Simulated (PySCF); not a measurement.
**C₅H₈FNSi₂: density, localisation and related maps**

```
atom    x (Å)    y (Å)    z (Å)
   C  -1.3071   3.1634  -0.1505
   C  -0.9334   2.1746   0.4196
  Si  -0.3684   0.6393   1.2791
   F  -0.1170   0.9905   2.8392
   C   1.2202   0.0391   0.5651
   C   2.2574  -0.3642   0.1036
   C   3.5060  -0.8404  -0.4442
   N  -1.6126  -0.5547   1.3068
  Si  -2.4963  -1.2285  -0.0200
   H  -1.6337   4.0338  -0.6432
   H   3.3521  -1.2105  -1.4576
   H   3.8988  -1.6482   0.1729
   H   4.2327  -0.0287  -0.4689
   H  -1.8182  -0.9258   2.2195
   H  -3.2302  -0.1595  -0.7013
   H  -3.3961  -2.2139   0.5793
   H  -1.5613  -1.8543  -0.9598
```

Geometry: GFN2-xTB.

Level of theory: PBE0/pcSseg-1, SCF density, gas phase, non-relativistic in PySCF 2.14.0.

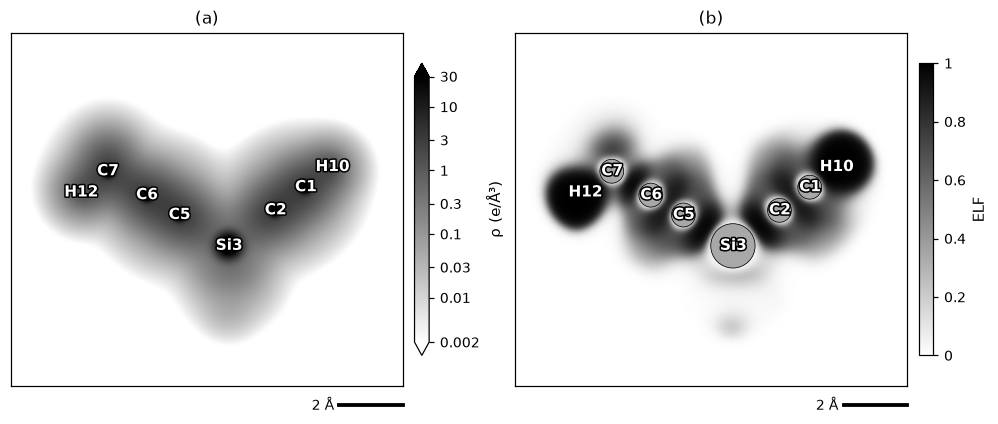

Figure 1. (a) total electron density; (b) electron localisation function on the plane of atoms C2, Si3 and C5. Grey discs cover the atomic cores in the ELF map.

What does the map show?

Answer.
- Atoms in the plane: C, Si and H.
- C–C (1.20 Å): ρ at the midpoint is about 2.8 e/Å³; the ELF peaks at about 0.85 between the atoms; a multiple bond.
- C–Si (1.84 Å): ρ is about 0.96 e/Å³ halfway; the ELF peaks at about 0.95 between the atoms (a covalent bond).
- C–H (1.05 Å): the density is about 2.1 e/Å³ at the midpoint; the ELF climbs to about 1 towards the hydrogen, as it does in any bond to H (a covalent bond by its length).

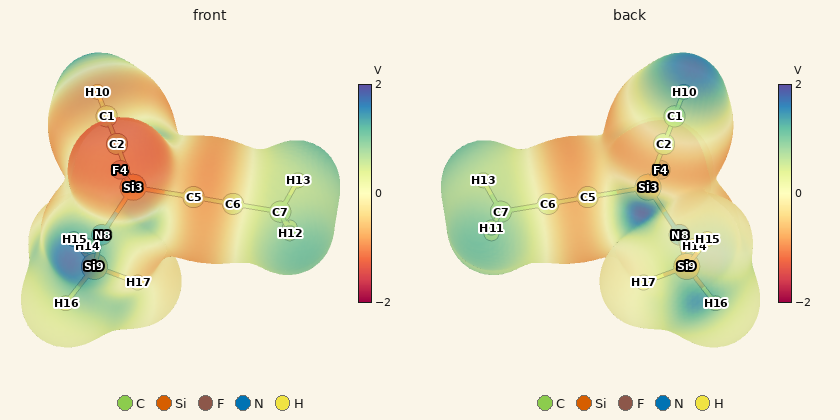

Figure 2. The molecular electrostatic potential painted on the density surface at 0.002 e/bohr³, seen from the front and from behind; the colour scale runs from red (negative) to blue (positive).

Describe the electrostatic potential map.

Answer. The most negative region (about −1.3 V) lies over F4, the most positive (about +1.7 V) over Si3, Si9, H10 and H14.

How polar is the molecule by this calculation?

Answer. Its dipole moment is 2.29 D.
